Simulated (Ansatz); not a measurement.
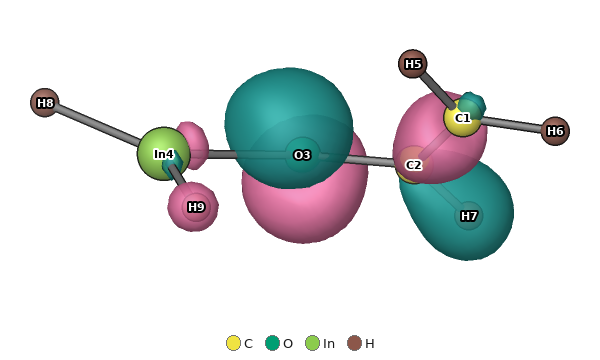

C2H5InO (SMILES C=C[O][InH2]). The HOMO−1 at ±0.2 Å⁻³ᐟ² (teal and pink are the two phases), seen from one side.

Geometry: PBE0-D4/def2-TZVP; core potentials replace the inner electrons of In.

Computed with RKS PBE0-D4/def2-TZVPP in Ansatz 0.2.0.

The calculation's input:

```
crystal:
  periodic: [false, false, false]
  atoms:
    - {symbol: C, position_ang: [0.030453, 1.324515, -0.761385]}
    - {symbol: C, position_ang: [0.987242, 0.553641, -0.242709]}
    - {symbol: O, position_ang: [0.905024, -0.740894, 0.059842]}
    - {symbol: In, position_ang: [-0.742794, -1.615884, 0.822812]}
    - {symbol: H, position_ang: [-0.955491, 0.937701, -1.001918]}
    - {symbol: H, position_ang: [0.226457, 2.367068, -0.971049]}
    - {symbol: H, position_ang: [1.974282, 0.978128, -0.046496]}
    - {symbol: H, position_ang: [-0.580238, -3.300842, 0.650432]}
    - {symbol: H, position_ang: [-1.844935, -0.503433, 1.490461]}
basis:
  gaussian: {orbitals: def2-TZVPP}
hamiltonian: {xc: pbe0, dispersion: d4}
output: {orbitals: {seedname: orbitals}}
```

Run with:

```sh
ansatz run in.yaml --threads 2 --pin off --events-out ev --progress --plain --max-ram 22528MiB --backend cpu
```

### What is the character of this orbital?

Its weight (Hirshfeld) is mainly on O3 (about 55 %), C2 (about 10 %), In4 (about 10 %), H7 (about 10 %) and C1 (about 5 %). Its energy is −8.07 eV.
